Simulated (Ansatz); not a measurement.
**Abstraction of Cl: CH2ClF + In(CH3)Cl → CH2F + In(CH3)Cl2**

Species: CH2ClF (chlorofluoromethane) `FCCl`, singlet; In(CH3)Cl, doublet; CH2F `[CH2]F`, doublet; In(CH3)Cl2, singlet. A radical takes Cl: the energy is the difference in strength between the C–Cl bond broken and the In–Cl bond made.

Shapes, held fixed at every level: PBE0-D4/def2-TZVP. Programs: Ansatz 0.2.0. Electronic energies: no zero-point or thermal term.

```csv
level,kind,ΔE (kJ/mol),less CCSD(T)/def2-TZVPP
MP2/def2-TZVPP,perturbation theory,-27.5,-0.4
PBE0-D4/def2-TZVPP,global hybrid,-19.5,+7.6
wB97M-V/def2-TZVPP,range-separated hybrid,-23.7,+3.4
wB97X-V/def2-TZVPP,range-separated hybrid,-30.3,-3.2
CCSD(T)/def2-SVP,coupled cluster or CI,-36.0,-8.9
CCSD/def2-SVP,coupled cluster or CI,-39.7,-12.6
CCSD/def2-TZVPP,coupled cluster or CI,-30.3,-3.2
CCSD(T)/def2-TZVPP,coupled cluster or CI,-27.1,0.0
```

The highest level, CCSD(T)/def2-TZVPP, gives ΔE = -27.1 kJ/mol; the levels span -39.7 to -19.5. The column of differences is taken from that level and isn't an error. No measured value is set beside it here. Open shells run unrestricted. For atoms past krypton def2 sets carry core potentials with scalar relativity. Outer-core shells of In are correlated in most correlated rows, in sets that cover them unevenly.

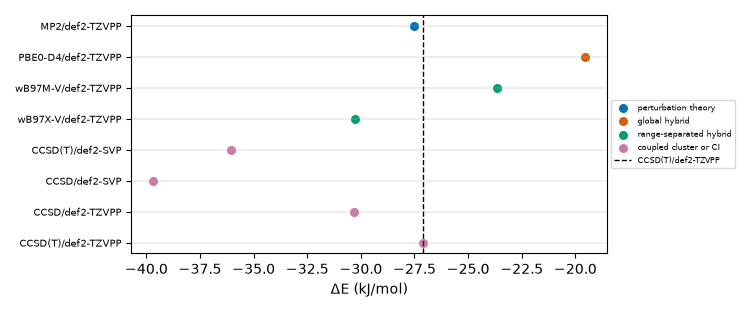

The values of the table, level by level.
